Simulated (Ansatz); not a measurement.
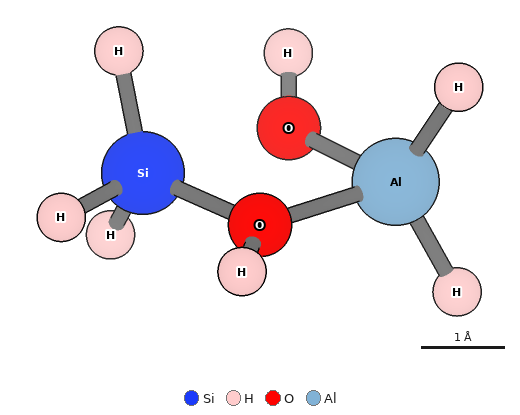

Fig. 1: The structure as given in the input (ball-and-stick view, seen at a tilt). Sticks mark near contacts. Bond lengths as drawn: Al–H 1.60 to 1.61 Å, Al–O 1.84 to 1.94 Å, H–O 0.97 Å, H–Si 1.50 to 1.53 Å and O–Si 1.82 Å.

## AlSiH7O2: nudged elastic band (part 1 of 2)

- system: AlSiH7O2
- method: RKS revPBE/def2-SVP (Ansatz 0.2.0)

It belongs to a series of runs on one base structure; here: band between the two ends.

## The program's output
```
Engine: ansatz 0.2.0, aarch64-unknown-linux-gnu
Functional definition: revPBE
  parameter kappa = 1.245
  parameter beta = 0.06672455060314922
  exchange = pbe_x(kappa = kappa, mu = beta*pi^2/3)
  correlation = pbe_c(beta = beta)
1081 factors; their error is unknown
mean field evaluation 1: about -18664.3667 eV, gradient 6.8e1 eV
mean field evaluation 2: about -18633.2830 eV, gradient 1.4e2 eV
mean field evaluation 4: about -18672.6271 eV, gradient 8.5e0 eV
mean field evaluation 8: about -18672.7606 eV, gradient 3.3e-1 eV
mean field evaluation 16: about -18672.7014 eV, gradient 4.3e-5 eV
mean field -18672.70137046 eV, -686.2091185529 hartree, gradient 4.3e-5 eV, S^2 0.000000; 0 other end points of the search recorded, 0 dependent functions left out
the calculation of the forces begins
reference -18672.70142532 eV, -686.2091205688 hartree; 25, 25 occupied and 74, 74 virtual orbitals, 1081 factors
1081 factors; their error is unknown
mean field evaluation 32: about -18672.8890 eV, gradient 1.0e-4 eV
mean field -18672.88904020 eV, -686.2160152886 hartree, gradient 2.2e-5 eV, S^2 0.000000; 0 other end points of the search recorded, 0 dependent functions left out
[... from here on the field's lines of each further geometry are left out, up to the last ...]
NEB iter   1: max|band force component| = 5.054e0 eV/Å  barrier→ = 4.8795 eV  barrier← = 5.0671 eV  Δτ_max = 0.2000 Å  (231 SCF iters)
NEB iter   2: max|band force component| = 2.975e0 eV/Å  barrier→ = 3.1719 eV  barrier← = 3.3596 eV  Δτ_max = 0.2000 Å  (222 SCF iters)
NEB iter   3: max|band force component| = 5.196e0 eV/Å  barrier→ = 2.4464 eV  barrier← = 2.6341 eV  Δτ_max = 0.1011 Å  (212 SCF iters)
NEB iter   4: max|band force component| = 1.316e0 eV/Å  barrier→ = 2.0497 eV  barrier← = 2.2374 eV  Δτ_max = 0.2000 Å  (190 SCF iters)
NEB iter   5: max|band force component| = 1.217e0 eV/Å  barrier→ = 1.8933 eV  barrier← = 2.0810 eV  Δτ_max = 0.1951 Å  (197 SCF iters)
NEB iter   6: max|band force component| = 1.012e0 eV/Å  barrier→ = 1.9037 eV  barrier← = 2.0914 eV  Δτ_max = 0.1990 Å  (192 SCF iters)
NEB iter   7: max|band force component| = 7.429e-1 eV/Å  barrier→ = 1.8284 eV  barrier← = 2.0161 eV  Δτ_max = 0.1972 Å  (190 SCF iters)
NEB iter   8: max|band force component| = 1.610e0 eV/Å  barrier→ = 1.6742 eV  barrier← = 1.8619 eV  Δτ_max = 0.1000 Å  (201 SCF iters)
NEB iter   9: max|band force component| = 9.735e-1 eV/Å  barrier→ = 1.5654 eV  barrier← = 1.7531 eV  Δτ_max = 0.0997 Å  (192 SCF iters)
NEB iter  10: max|band force component| = 1.136e0 eV/Å  barrier→ = 1.5201 eV  barrier← = 1.7077 eV  Δτ_max = 0.0505 Å  (192 SCF iters)
NEB iter  11: max|band force component| = 5.180e-1 eV/Å  barrier→ = 1.4577 eV  barrier← = 1.6453 eV  CI = image 3  Δτ_max = 0.1000 Å  (193 SCF iters)
NEB iter  12: max|band force component| = 8.352e-1 eV/Å  barrier→ = 1.6068 eV  barrier← = 1.7945 eV  CI = image 3  Δτ_max = 0.2000 Å  (191 SCF iters)
NEB iter  13: max|band force component| = 1.321e0 eV/Å  barrier→ = 1.8010 eV  barrier← = 1.9887 eV  CI = image 3  Δτ_max = 0.2000 Å  (192 SCF iters)
NEB iter  14: max|band force component| = 1.203e0 eV/Å  barrier→ = 1.9940 eV  barrier← = 2.1817 eV  CI = image 3  Δτ_max = 0.2000 Å  (199 SCF iters)
NEB iter  15: max|band force component| = 1.009e0 eV/Å  barrier→ = 2.1620 eV  barrier← = 2.3496 eV  CI = image 3  Δτ_max = 0.1994 Å  (193 SCF iters)
NEB iter  16: max|band force component| = 7.670e-1 eV/Å  barrier→ = 2.2468 eV  barrier← = 2.4344 eV  CI = image 3  Δτ_max = 0.2000 Å  (196 SCF iters)
NEB iter  17: max|band force component| = 6.961e-1 eV/Å  barrier→ = 2.1940 eV  barrier← = 2.3816 eV  CI = image 3  Δτ_max = 0.2000 Å  (201 SCF iters)
NEB iter  18: max|band force component| = 8.674e-1 eV/Å  barrier→ = 2.0865 eV  barrier← = 2.2742 eV  CI = image 3  Δτ_max = 0.1012 Å  (199 SCF iters)
NEB iter  19: max|band force component| = 7.124e-1 eV/Å  barrier→ = 2.0945 eV  barrier← = 2.2822 eV  CI = image 3  Δτ_max = 0.2000 Å  (197 SCF iters)
NEB iter  20: max|band force component| = 5.263e-1 eV/Å  barrier→ = 2.0295 eV  barrier← = 2.2172 eV  CI = image 3  Δτ_max = 0.2000 Å  (198 SCF iters)
NEB iter  21: max|band force component| = 5.259e-1 eV/Å  barrier→ = 1.8669 eV  barrier← = 2.0546 eV  CI = image 3  Δτ_max = 0.1009 Å  (195 SCF iters)
NEB iter  22: max|band force component| = 5.246e-1 eV/Å  barrier→ = 1.7184 eV  barrier← = 1.9061 eV  CI = image 3  Δτ_max = 0.2000 Å  (192 SCF iters)
NEB iter  23: max|band force component| = 7.855e-1 eV/Å  barrier→ = 1.4465 eV  barrier← = 1.6342 eV  CI = image 3  Δτ_max = 0.1007 Å  (195 SCF iters)
NEB iter  24: max|band force component| = 6.550e-1 eV/Å  barrier→ = 1.3233 eV  barrier← = 1.5110 eV  CI = image 3  Δτ_max = 0.2000 Å  (196 SCF iters)
NEB iter  25: max|band force component| = 7.283e-1 eV/Å  barrier→ = 1.1593 eV  barrier← = 1.3469 eV  CI = image 3  Δτ_max = 0.2000 Å  (203 SCF iters)
NEB iter  26: max|band force component| = 9.985e-1 eV/Å  barrier→ = 1.1019 eV  barrier← = 1.2896 eV  CI = image 3  Δτ_max = 0.1000 Å  (193 SCF iters)
NEB iter  27: max|band force component| = 3.477e-1 eV/Å  barrier→ = 1.0695 eV  barrier← = 1.2572 eV  CI = image 3  Δτ_max = 0.1978 Å  (193 SCF iters)
NEB iter  28: max|band force component| = 3.383e-1 eV/Å  barrier→ = 1.0567 eV  barrier← = 1.2444 eV  CI = image 3  Δτ_max = 0.1294 Å  (191 SCF iters)
NEB iter  29: max|band force component| = 2.457e-1 eV/Å  barrier→ = 1.0396 eV  barrier← = 1.2272 eV  CI = image 3  Δτ_max = 0.0845 Å  (195 SCF iters)
NEB iter  30: max|band force component| = 2.073e-1 eV/Å  barrier→ = 1.0335 eV  barrier← = 1.2211 eV  CI = image 3  Δτ_max = 0.1302 Å  (199 SCF iters)
NEB iter  31: max|band force component| = 2.990e-1 eV/Å  barrier→ = 1.0239 eV  barrier← = 1.2116 eV  CI = image 3  Δτ_max = 0.0651 Å  (199 SCF iters)
NEB iter  32: max|band force component| = 1.335e-1 eV/Å  barrier→ = 1.0219 eV  barrier← = 1.2095 eV  CI = image 3  Δτ_max = 0.0657 Å  (197 SCF iters)
NEB iter  33: max|band force component| = 8.299e-2 eV/Å  barrier→ = 1.0194 eV  barrier← = 1.2070 eV  CI = image 3  Δτ_max = 0.0648 Å  (198 SCF iters)
NEB iter  34: max|band force component| = 1.309e-1 eV/Å  barrier→ = 1.0186 eV  barrier← = 1.2062 eV  CI = image 3  Δτ_max = 0.0652 Å  (193 SCF iters)
NEB iter  35: max|band force component| = 1.983e-1 eV/Å  barrier→ = 1.0184 eV  barrier← = 1.2061 eV  CI = image 3  Δτ_max = 0.0654 Å  (198 SCF iters)
NEB iter  36: max|band force component| = 3.236e-1 eV/Å  barrier→ = 1.0184 eV  barrier← = 1.2060 eV  CI = image 3  Δτ_max = 0.0657 Å  (188 SCF iters)
NEB iter  37: max|band force component| = 4.354e-1 eV/Å  barrier→ = 1.0183 eV  barrier← = 1.2060 eV  CI = image 3  Δτ_max = 0.1323 Å  (189 SCF iters)
NEB iter  38: max|band force component| = 4.892e-1 eV/Å  barrier→ = 1.0183 eV  barrier← = 1.2060 eV  CI = image 3  Δτ_max = 0.2000 Å  (180 SCF iters)
NEB iter  39: max|band force component| = 5.015e-1 eV/Å  barrier→ = 1.0183 eV  barrier← = 1.2060 eV  CI = image 3  Δτ_max = 0.2000 Å  (180 SCF iters)
NEB iter  40: max|band force component| = 7.552e-1 eV/Å  barrier→ = 1.0183 eV  barrier← = 1.2060 eV  CI = image 3  Δτ_max = 0.1990 Å  (185 SCF iters)
NEB iter  41: max|band force component| = 4.502e-1 eV/Å  barrier→ = 1.0183 eV  barrier← = 1.2060 eV  CI = image 3  Δτ_max = 0.2000 Å  (177 SCF iters)
NEB iter  42: max|band force component| = 4.006e-1 eV/Å  barrier→ = 1.0183 eV  barrier← = 1.2060 eV  CI = image 3  Δτ_max = 0.1405 Å  (174 SCF iters)
NEB iter  43: max|band force component| = 2.371e-1 eV/Å  barrier→ = 1.0183 eV  barrier← = 1.2060 eV  CI = image 3  Δτ_max = 0.2000 Å  (179 SCF iters)
NEB iter  44: max|band force component| = 9.656e-2 eV/Å  barrier→ = 1.0183 eV  barrier← = 1.2060 eV  CI = image 3  Δτ_max = 0.2000 Å  (170 SCF iters)
NEB iter  45: max|band force component| = 2.186e-1 eV/Å  barrier→ = 1.0183 eV  barrier← = 1.2060 eV  CI = image 3  Δτ_max = 0.1003 Å  (164 SCF iters)
NEB iter  46: max|band force component| = 3.055e-1 eV/Å  barrier→ = 1.0183 eV  barrier← = 1.2060 eV  CI = image 3  Δτ_max = 0.1001 Å  (163 SCF iters)
NEB iter  47: max|band force component| = 2.259e-1 eV/Å  barrier→ = 1.0183 eV  barrier← = 1.2060 eV  CI = image 3  Δτ_max = 0.0997 Å  (160 SCF iters)
NEB iter  48: max|band force component| = 1.443e-1 eV/Å  barrier→ = 1.0183 eV  barrier← = 1.2060 eV  CI = image 3  Δτ_max = 0.1002 Å  (165 SCF iters)
NEB iter  49: max|band force component| = 1.112e-1 eV/Å  barrier→ = 1.0183 eV  barrier← = 1.2060 eV  CI = image 3  Δτ_max = 0.1376 Å  (174 SCF iters)
NEB iter  50: max|band force component| = 5.074e-2 eV/Å  barrier→ = 1.0183 eV  barrier← = 1.2060 eV  CI = image 3  Δτ_max = 0.1968 Å  (169 SCF iters)
the calculation of the forces begins
reference -18672.69154732 eV, -686.2087575590 hartree; 25, 25 occupied and 74, 74 virtual orbitals, 1081 factors
1081 factors; their error is unknown
mean field evaluation 2656: about -18671.6830 eV, gradient 2.8e-3 eV
mean field -18671.68302808 eV, -686.1716951605 hartree, gradient 2.6e-5 eV, S^2 0.000000; 1 other end points of the search recorded, 0 dependent functions left out
the calculation of the forces begins
reference -18671.68308295 eV, -686.1716971771 hartree; 25, 25 occupied and 74, 74 virtual orbitals, 1081 factors
NEB iter  51: max|band force component| = 4.398e-2 eV/Å  barrier→ = 1.0183 eV  barrier← = 1.2060 eV  CI = image 3  Δτ_max = 0.0000 Å  (362 SCF iters)
```

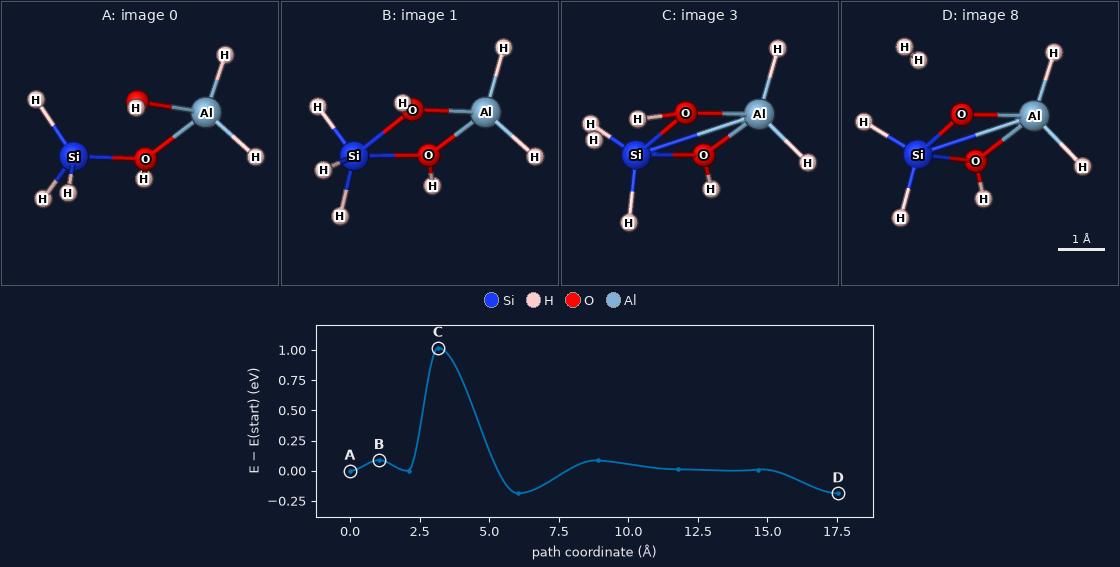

Fig. 2: Images of the last band (counted from 0; ball-and-stick, seen at a tilt) above the energy along the path; the line is a cubic interpolation that uses the forces. The highest image is number 3, 1.018 eV above the start and 1.206 eV above the end (the climbing image); the end lies 0.188 eV below the start. The path is 17.55 Å long. The band converged in 51 iterations.

```
Total energy: -18671.68308295 eV, -686.1716971771 hartree
Atom 0 at     0.149197     0.239931     0.259091 Å, force    -0.000189     0.000243     0.000358 eV/Å
Atom 1 at    -1.229242     0.461685     1.338243 Å, force     0.000067    -0.000063    -0.000100 eV/Å
Atom 2 at     1.945250     0.299347    -0.308925 Å, force    -0.000171    -0.000138     0.000350 eV/Å
Atom 3 at     2.315831    -0.396128    -0.878106 Å, force    -0.000008     0.000072    -0.000252 eV/Å
Atom 4 at    -0.475920     1.021884    -0.851531 Å, force     0.000028    -0.000058    -0.000067 eV/Å
Atom 5 at    -0.038654    -1.245808     0.203496 Å, force     0.000077    -0.000009     0.000031 eV/Å
Atom 6 at     0.807744     1.041293     1.663951 Å, force     0.000256     0.000198    -0.000159 eV/Å
Atom 7 at     2.655970     1.052224     1.319058 Å, force    -0.000025     0.000024     0.000019 eV/Å
Atom 8 at     3.465975    -0.079487     2.116008 Å, force    -0.000052    -0.000018    -0.000004 eV/Å
Atom 9 at     3.230410     2.523477     1.071500 Å, force     0.000066    -0.000017     0.000021 eV/Å
Atom 10 at    -0.394561     0.878488     1.866715 Å, force    -0.000049    -0.000234    -0.000196 eV/Å
Dipole moment:    -0.126954    -0.355094    -0.420224 e Å
this run last wrote the band of iteration 51 to [file]
```

## The last band as extended XYZ (Å, eV, eV/Å)
```
11
Properties=species:S:1:pos:R:3:forces:R:3 image=0 energy=-18672.70137
Si   -0.0214    0.0656    0.1130    0.0022  -0.0045   0.0018
H    -0.7314   -0.5682    1.2774    0.0017   0.0016  -0.0017
O     1.7905   -0.0366    0.0442   -0.0009   0.0021   0.0031
H     2.1582   -0.5883   -0.6689   -0.0007   0.0015   0.0025
H    -0.6764    1.2525   -0.5257   -0.0021   0.0017  -0.0005
H    -0.1632   -1.0130   -0.9624   -0.0003   0.0006  -0.0010
O     0.7367    1.4544    1.5476   -0.0019  -0.0012  -0.0011
Al    2.5406    1.1553    1.3740    0.0021  -0.0033  -0.0050
H     3.1760    0.3220    2.5907    0.0018  -0.0017   0.0014
H     3.3559    2.3029    0.6112   -0.0004   0.0011   0.0003
H     0.2665    1.4503    2.3982   -0.0016   0.0021   0.0001
11
Properties=species:S:1:pos:R:3:forces:R:3 image=1 energy=-18672.61299
Si   -0.0485    0.1339    0.2168    0.0001  -0.0004  -0.0002
H    -1.1665   -0.1502    1.2161   -0.0012   0.0025   0.0001
O     1.8477    0.1309   -0.1255   -0.0007   0.0005  -0.0018
H     2.1742   -0.5568   -0.7284    0.0001   0.0006   0.0006
H    -0.5279    1.1947   -0.7280    0.0007  -0.0008  -0.0011
H    -0.0829   -1.2066   -0.5110    0.0012  -0.0009   0.0021
O     0.7707    1.1739    1.6104    0.0009  -0.0007   0.0003
Al    2.6238    1.0956    1.2901   -0.0002   0.0003  -0.0002
H     3.3811    0.1436    2.3369    0.0008  -0.0012  -0.0014
H     3.2308    2.4996    0.8223   -0.0005   0.0005   0.0013
H     0.2295    1.3382    2.3998   -0.0011  -0.0004   0.0004
11
Properties=species:S:1:pos:R:3:forces:R:3 image=2 energy=-18672.70036
Si   -0.1278    0.1918    0.2733   -0.0149  -0.0029   0.0001
H    -1.4424    0.2769    1.0528   -0.0114  -0.0129  -0.0171
O     1.9150    0.3187   -0.3132   -0.0019   0.0002   0.0009
H     2.2548   -0.4537   -0.7949   -0.0025  -0.0036   0.0059
H    -0.4185    1.0205   -0.9412    0.0037   0.0007  -0.0051
H     0.0165   -1.2914    0.0743    0.0032  -0.0022  -0.0111
O     0.7725    0.9657    1.6455   -0.0021  -0.0033  -0.0013
Al    2.6600    1.0131    1.2162   -0.0002  -0.0016  -0.0038
H     3.4663   -0.0659    2.0908   -0.0013   0.0020   0.0013
H     3.1227    2.5427    1.1180   -0.0060   0.0012   0.0028
H     0.2129    1.2784    2.3779    0.0334   0.0225   0.0276
```
